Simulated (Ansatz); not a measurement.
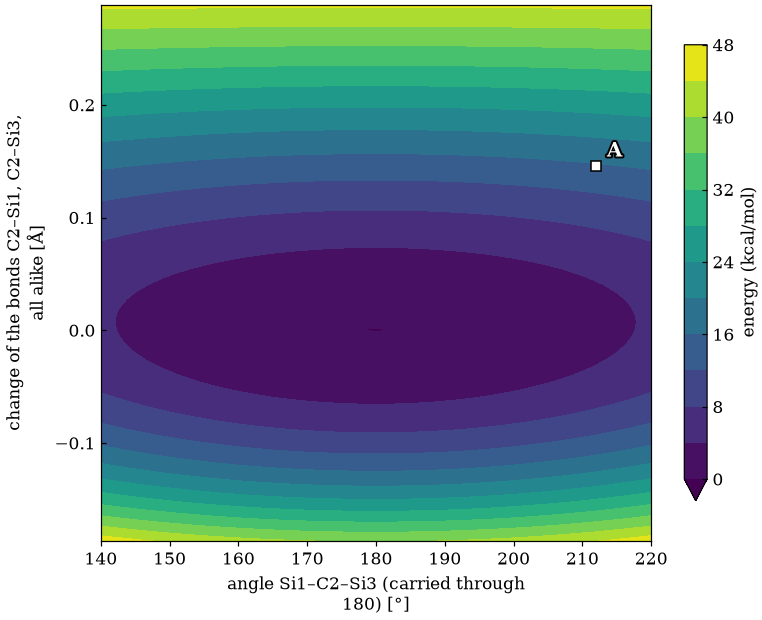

CH₃Si₂, SMILES [Si-]#C[SiH3], charge −1. 
- First axis: angle Si1–C2–Si3 (carried through 180). Second axis: change of the bonds C2–Si1, C2–Si3, all alike.
- Nothing is relaxed (all other coordinates rigid).
- The grid has 11 × 11 points.
- Points are written as (first, second).
- Energies: kcal/mol, counted from the lowest grid point.
- Level of theory: Ansatz 0.2.0, RKS BHLYP-D4/def2-TZVPD.

The picture shows filled contours, the point A. Between grid points the surface is interpolated.

**Is A at rest? If not, where is it pushed?**

A, at (212°, 0.146 Å), is not a stationary point. The computed force is 0.095 kcal/mol for each degree towards smaller values of the first coordinate and 162 kcal/mol for each Å towards smaller values of the second coordinate.
